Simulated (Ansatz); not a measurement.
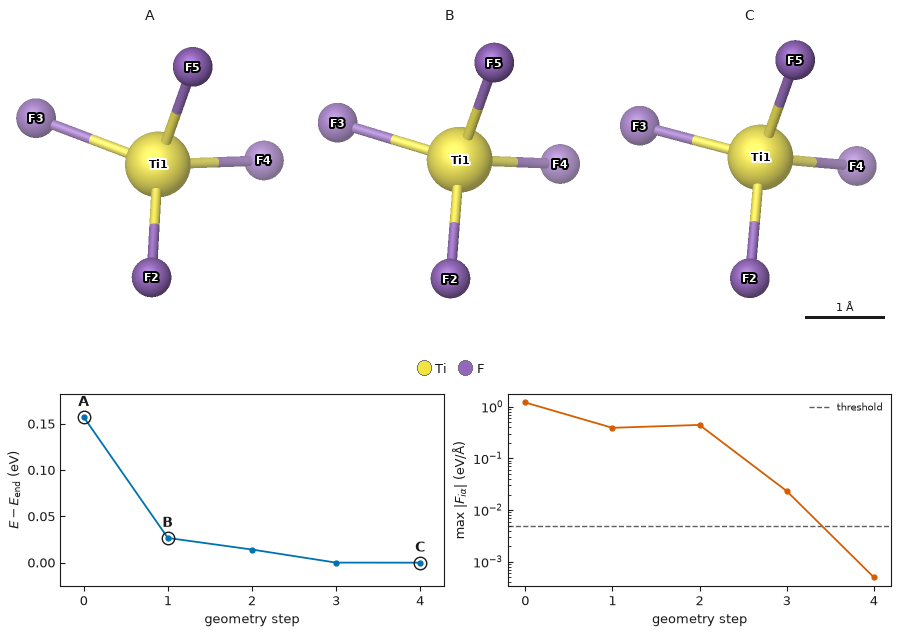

Frames of a relaxation of TiF₄, marked on the history of the run. Style: ball-and-stick. Shown from a free direction.

It is one of the separated reactants of a reaction.

Theory: Ansatz 0.2.0, RKS PBE0-D4/def2-TZVP. (force threshold 0.005 eV/Å; at most 200 steps)

> What happens along the run?

After 4 geometry steps the energy has fallen by 0.157 eV. The largest force component goes from 1.2 to 0.0005 eV/Å. The largest move after the best rigid fit is that of Ti1, 0.13 Å. Largest moves by element: Ti 0.13 Å, F 0.12 Å. Some distances before and after: Ti1–F2 1.753 → 1.740 Å, Ti1–F5 1.744 → 1.740 Å. Bond angles that change, for instance: F2–Ti1–F5 102.1° → 109.5°, F3–Ti1–F4 116.5° → 109.5°, F2–Ti1–F3 115.3° → 109.5°. From step 0 to 1: Ti1 moves most (0.09 Å), energy −0.131 eV. From step 1 to 4: F atoms move most (0.05 Å), energy −0.027 eV.
